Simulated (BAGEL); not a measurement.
**AlSiH3OF (SMILES [F][Al][O][SiH3]) at UHF/STO-3G (density fitting with qzvpp-jkfit)**

What is the vertical doublet–quartet gap of AlSiH3OF at UHF/STO-3G (density fitting with qzvpp-jkfit)? 

The results are computed with BAGEL 1.2.2.

3 further runs of the same task are left out: 1 that didn't finish, 2 set aside as unsound or not needed.

## 1. Starting point

The species is AlSiH3OF (7 atoms), meant as a doublet with charge 0. SMILES: `[F][Al][O][SiH3]`. The coordinates come from a PBE0-D4/def2-TZVP relaxation. This is one conformer, not always the lowest.

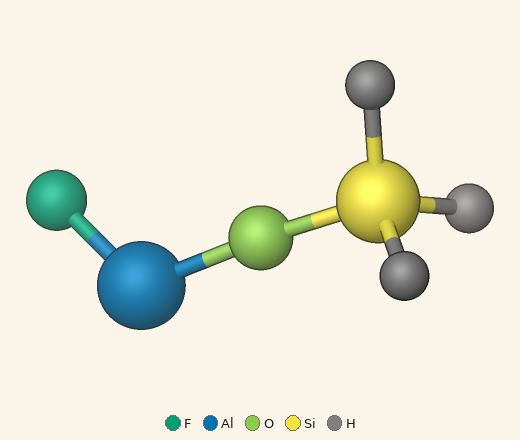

The structure, seen from a chosen angle (fluorine teal, aluminium blue, oxygen green, silicon yellow, hydrogen grey).

## 2. A single-point energy at UHF/STO-3G (density fitting with qzvpp-jkfit)

File hf.json:

```json
{ "bagel" : [

{
  "title" : "molecule",
  "basis" : "sto-3g",
  "df_basis" : "qzvpp-jkfit",
  "angstrom" : true,
  "geometry" : [
    { "atom" : "F", "xyz" : [       0.517800,      -2.976000,       1.402800 ] },
    { "atom" : "Al", "xyz" : [      -0.540600,      -2.112000,       0.475700 ] },
    { "atom" : "O", "xyz" : [      -0.204600,      -0.519200,       0.077900 ] },
    { "atom" : "Si", "xyz" : [       0.020500,       1.024900,      -0.391400 ] },
    { "atom" : "H", "xyz" : [      -0.686700,       1.276200,      -1.674800 ] },
    { "atom" : "H", "xyz" : [      -0.515400,       1.947200,       0.643300 ] },
    { "atom" : "H", "xyz" : [       1.470200,       1.290800,      -0.579100 ] }
  ]
},

{
  "title" : "uhf",
  "nopen" : 1
},

{
  "title" : "print",
  "file" : "orbitals.molden",
  "orbitals" : true
}

]}
```

Launch:

```
BAGEL_NUM_THREADS=1 BAGEL hf.json > hf.out
```

What it wrote:

```text
* using 1 threads per process

  ===============================================================
  ===============================================================

  *** Geometry ***

  { "atom" : "F", "xyz" : [      0.978500,     -5.623825,      2.650908 ] },
  { "atom" : "Al", "xyz" : [     -1.021586,     -3.991102,      0.898943 ] },
  { "atom" : "O", "xyz" : [     -0.386638,     -0.981146,      0.147210 ] },
  { "atom" : "Si", "xyz" : [      0.038739,      1.936780,     -0.739639 ] },
  { "atom" : "H", "xyz" : [     -1.297675,      2.411668,     -3.164913 ] },
  { "atom" : "H", "xyz" : [     -0.973965,      3.679675,      1.215661 ] },
  { "atom" : "H", "xyz" : [      2.778275,      2.439258,     -1.094340 ] },

  Number of auxiliary basis functions:      464

  Since a DF basis is specified, we compute 2- and 3-index integrals:
    o Being stored without compression. Storage requirement is 0.004 GB

  Number of basis functions:       31
  Number of electrons      :       47

    * METHOD: MOLECULE                             0.12

  *** Open-shell HF ***

  === Nuclear Repulsion ===
   192.6858586958

      * DIIS with orbital gradients will be used.

  === UHF iteration (sto-3g) ===
      0       -698.14581027          0.03419967           0.03
      1       -698.26343787          0.01158059           0.04
      2       -698.27558165          0.00430302           0.03
      3       -698.27752327          0.00090717           0.03
      4       -698.27791974          0.00029677           0.03
      5       -698.27796239          0.00009309           0.03
      6       -698.27796912          0.00002669           0.03
      7       -698.27796966          0.00000932           0.04
      8       -698.27796972          0.00000148           0.04
      9       -698.27796973          0.00000044           0.03
     10       -698.27796973          0.00000019           0.04
     11       -698.27796973          0.00000011           0.03
     12       -698.27796973          0.00000004           0.03
     13       -698.27796973          0.00000001           0.04
     14       -698.27796973          0.00000001           0.03
    * SCF iteration converged.

    * S^2 (UHF) is 0.7574

    * Permanent dipole moment:
           (    0.687997,     0.253412,     0.303121) a.u.

    * METHOD: UHF                                  0.59

    * METHOD: PRINT                                0.00

  ===============================================================
```

Wall time 0.86 s (1 thread of Arm Neoverse V2, shared host); peak memory 0.082 GiB.

## 3. The quartet at the same level

File input.json:

```json
{ "bagel" : [

{
  "title" : "molecule",
  "basis" : "sto-3g",
  "df_basis" : "qzvpp-jkfit",
  "angstrom" : "true",
  "geometry" : [
    { "atom" : "F", "xyz" : [    0.517800,   -2.976000,    1.402800 ] },
    { "atom" : "Al", "xyz" : [   -0.540600,   -2.112000,    0.475700 ] },
    { "atom" : "O", "xyz" : [   -0.204600,   -0.519200,    0.077900 ] },
    { "atom" : "Si", "xyz" : [    0.020500,    1.024900,   -0.391400 ] },
    { "atom" : "H", "xyz" : [   -0.686700,    1.276200,   -1.674800 ] },
    { "atom" : "H", "xyz" : [   -0.515400,    1.947200,    0.643300 ] },
    { "atom" : "H", "xyz" : [    1.470200,    1.290800,   -0.579100 ] }
  ]
},
{
  "title" : "uhf",
  "nopen" : 3
},
{
  "title" : "print",
  "file" : "orbitals.molden",
  "orbitals" : "true"
}

]}
```

Launch:

```
BAGEL_NUM_THREADS=1 BAGEL input.json > input.out
```

What it wrote:

```text
* using 1 threads per process

  ===============================================================
  ===============================================================

  *** Geometry ***

  { "atom" : "F", "xyz" : [      0.978500,     -5.623825,      2.650908 ] },
  { "atom" : "Al", "xyz" : [     -1.021586,     -3.991102,      0.898943 ] },
  { "atom" : "O", "xyz" : [     -0.386638,     -0.981146,      0.147210 ] },
  { "atom" : "Si", "xyz" : [      0.038739,      1.936780,     -0.739639 ] },
  { "atom" : "H", "xyz" : [     -1.297675,      2.411668,     -3.164913 ] },
  { "atom" : "H", "xyz" : [     -0.973965,      3.679675,      1.215661 ] },
  { "atom" : "H", "xyz" : [      2.778275,      2.439258,     -1.094340 ] },

  Number of auxiliary basis functions:      464

  Since a DF basis is specified, we compute 2- and 3-index integrals:
    o Being stored without compression. Storage requirement is 0.004 GB

  Number of basis functions:       31
  Number of electrons      :       47

    * METHOD: MOLECULE                             0.12

  *** Open-shell HF ***

  === Nuclear Repulsion ===
   192.6858586958

      * DIIS with orbital gradients will be used.

  === UHF iteration (sto-3g) ===
      0       -697.78460414          0.03386925           0.03
      1       -697.97510555          0.01657261           0.03
      2       -698.01826508          0.00623897           0.03
      3       -698.02617198          0.00268798           0.03
      4       -698.02829311          0.00041852           0.03
      5       -698.02842810          0.00015304           0.03
      6       -698.02850581          0.00006479           0.03
      7       -698.02852512          0.00004950           0.03
      8       -698.02853345          0.00004473           0.03
      9       -698.02853621          0.00004340           0.03
     10       -698.02853754          0.00004307           0.03
     11       -698.02854072          0.00004240           0.03
     12       -698.02856701          0.00003806           0.03
     13       -698.02857875          0.00003487           0.03
     14       -698.02862477          0.00007015           0.03
     15       -698.02862227          0.00004451           0.03
     16       -698.02862228          0.00002998           0.03
     17       -698.02862548          0.00001495           0.03
     18       -698.02863061          0.00002658           0.03
     19       -698.02863069          0.00000575           0.03
     20       -698.02863086          0.00000230           0.03
     21       -698.02863096          0.00000089           0.03
     22       -698.02863097          0.00000044           0.03
     23       -698.02863097          0.00000026           0.03
     24       -698.02863097          0.00000018           0.03
     25       -698.02863097          0.00000013           0.03
     26       -698.02863097          0.00000007           0.03
     27       -698.02863097          0.00000005           0.03
     28       -698.02863097          0.00000004           0.03
     29       -698.02863097          0.00000003           0.03
     30       -698.02863097          0.00000002           0.03
     31       -698.02863097          0.00000001           0.03
    * SCF iteration converged.

    * S^2 (UHF) is 3.7554

    * Permanent dipole moment:
           (    0.327235,    -2.374172,     1.021362) a.u.

    * METHOD: UHF                                  1.13

    * METHOD: PRINT                                0.00

  ===============================================================
```

Run time: 1.4 s. Hardware: 1 thread of Arm Neoverse V2, shared host; peak memory 0.082 GiB.

## 4. Results

At UHF/STO-3G (density fitting with qzvpp-jkfit):

```
                                        quantity          value
                           doublet: total energy  -698.27797 Eh
                          doublet: dipole moment         2.02 D
                                   doublet: ⟨S²⟩          0.757
                           quartet: total energy  -698.02863 Eh
                          quartet: dipole moment         6.62 D
                                   quartet: ⟨S²⟩          3.755
vertical energy of the quartet above the doublet       6.785 eV
```

**Reading.** At this shape the quartet lies 6.78 eV (156 kcal/mol) above the doublet. In a minimal basis such a difference can be off by several eV, whatever the method.
